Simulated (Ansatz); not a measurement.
# UHF/def2-SVP run of C2H3ClNSi (SMILES C[Si](Cl)C#N)

Aim: the energy change on altering one bond length of C2H3ClNSi at UHF/def2-SVP, from 2 runs. 

The results are computed with Ansatz 0.2.0.

107 further runs of the same task are left out: 107 set aside as unsound or not needed.

### 1 The molecule

C2H3ClNSi has 8 atoms, charge 0, and is taken as a doublet. As SMILES, `C[Si](Cl)C#N`. The shape is that of a PBE0-D4/def2-TZVP optimisation.

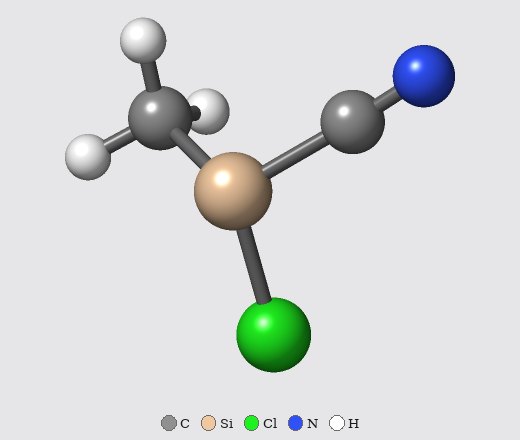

Viewed from a chosen angle; carbon grey, silicon light orange, chlorine green, nitrogen blue, hydrogen white.

### 2 A single-point energy at UHF/def2-SVP

Input file input.yaml:

```yaml
crystal:
  periodic: [false, false, false]
  atoms:
    - {symbol: C, position_ang: [-0.710900, -0.544800, 0.782600]}
    - {symbol: Si, position_ang: [0.598800, 0.648200, 0.225400]}
    - {symbol: Cl, position_ang: [2.483200, -0.092800, 0.512800]}
    - {symbol: C, position_ang: [0.405700, 0.989300, -1.574400]}
    - {symbol: "N", position_ang: [0.241700, 1.298400, -2.674300]}
    - {symbol: H, position_ang: [-0.600600, -1.491500, 0.246800]}
    - {symbol: H, position_ang: [-0.626000, -0.731800, 1.854000]}
    - {symbol: H, position_ang: [-1.699700, -0.132000, 0.571400]}
basis:
  gaussian: {orbitals: def2-SVP}
magnetization: {spin_polarized: true, initial_magnetization: 1}
hamiltonian: {xc: hf}
accuracy: high
output: {orbitals: {seedname: orbitals}}
```

On the command line:

```sh
$ ansatz run input.yaml --threads 1 --pin off --max-ram 3480MiB --events-out events.jsonl --progress --plain --runs-dir runs
```

The program printed:

```text
Warning: RAYON_NUM_THREADS=1 ignored (pool sized by the plan → 1); use --threads N
Functional definition: HF
  name "HF"
  exchange = exact_x
  correlation = 0
2038 factors; integrals over basis functions are off by at most 8.7e-9 eV
mean field evaluation 1: about -23943.3553 eV, gradient 2.5e1 eV
mean field evaluation 2: about -23943.3664 eV, gradient 2.5e1 eV
mean field evaluation 4: about -23947.2891 eV, gradient 3.8e0 eV
mean field evaluation 8: about -23947.4529 eV, gradient 2.3e-1 eV
mean field evaluation 16: about -23946.6779 eV, gradient 4.8e0 eV
mean field evaluation 32: about -23947.4054 eV, gradient 4.3e-1 eV
mean field -23947.46066456 eV, -880.0529472506 hartree, gradient 4.4e-8 eV, S^2 0.792245; 0 other end points of the search recorded, 0 dependent functions left out
reference -23947.46066456 eV, -880.0529472506 hartree; 27, 26 occupied and 66, 67 virtual orbitals, 2038 factors
Total energy: -23947.46066456 eV, -880.0529472506 hartree
```

Wall time 4.5 s (1 thread of Intel Xeon 6975P-C (Granite Rapids), shared host); peak memory 0.39 GiB.

### 3 The distorted shape at the same level

Input file molecule.yaml:

```yaml
crystal:
  periodic: [false, false, false]
  atoms:
    - symbol: C
      position_ang: [-0.562619, -0.606704, 0.814272]
    - symbol: Si
      position_ang: [0.747081, 0.586296, 0.257072]
    - symbol: Cl
      position_ang: [2.631481, -0.154704, 0.544472]
    - symbol: C
      position_ang: [0.553981, 0.927396, -1.542728]
    - symbol: "N"
      position_ang: [0.389981, 1.236496, -2.642628]
    - symbol: H
      position_ang: [-0.452319, -1.553404, 0.278472]
    - symbol: H
      position_ang: [-0.477719, -0.793704, 1.885672]
    - symbol: H
      position_ang: [-1.699700, -0.132000, 0.571400]
basis:
  gaussian: {orbitals: def2-SVP}
accuracy: high
output: {orbitals: {seedname: orbitals}}
magnetization: {spin_polarized: true, initial_magnetization: 1}
hamiltonian: {xc: hf}
```

On the command line:

```sh
$ ansatz run molecule.yaml --threads 1 --pin off --max-ram 3480MiB --events-out events.jsonl --progress --plain --runs-dir runs
```

The program printed:

```text
Warning: RAYON_NUM_THREADS=1 ignored (pool sized by the plan → 1); use --threads N
[... 4 set-up lines as earlier in the session ...]
2035 factors; integrals over basis functions are off by at most 6.3e-9 eV
mean field evaluation 1: about -23943.0384 eV, gradient 2.4e1 eV
mean field evaluation 2: about -23943.0495 eV, gradient 2.4e1 eV
mean field evaluation 4: about -23946.9219 eV, gradient 3.8e0 eV
mean field evaluation 8: about -23947.0870 eV, gradient 2.3e-1 eV
mean field evaluation 16: about -23945.3100 eV, gradient 7.5e0 eV
mean field evaluation 32: about -23946.3115 eV, gradient 4.8e0 eV
mean field -23947.09473364 eV, -880.0394995376 hartree, gradient 3.7e-8 eV, S^2 0.792110; 0 other end points of the search recorded, 0 dependent functions left out
reference -23947.09473364 eV, -880.0394995376 hartree; 27, 26 occupied and 66, 67 virtual orbitals, 2035 factors
Total energy: -23947.09473364 eV, -880.0394995376 hartree
```

Wall time 4.5 s (1 thread of Intel Xeon 6975P-C (Granite Rapids), shared host); peak memory 0.39 GiB.

### 4 Outcome

Level: UHF/def2-SVP.

| quantity | value |
| --- | --- |
| first shape: total energy | -880.05295 Eh |
| first shape: HOMO energy (highest over α and β) | -9.82 eV |
| first shape: LUMO energy (lowest over α and β) | 0.66 eV |
| first shape: ⟨S²⟩ | 0.792 |
| distorted shape: total energy | -880.03950 Eh |
| distorted shape: HOMO energy (highest over α and β) | -9.84 eV |
| distorted shape: LUMO energy (lowest over α and β) | 0.66 eV |
| distorted shape: ⟨S²⟩ | 0.792 |
| energy change with the C1–H8 bond stretched from 1.092 to 1.256 Å | 0.366 eV |

**Reading.** With the C1–H8 bond stretched from 1.092 to 1.256 Å the energy rises by 0.37 eV (35.3 kJ/mol). The first shape isn't relaxed at this level, so the change isn't measured from a minimum.
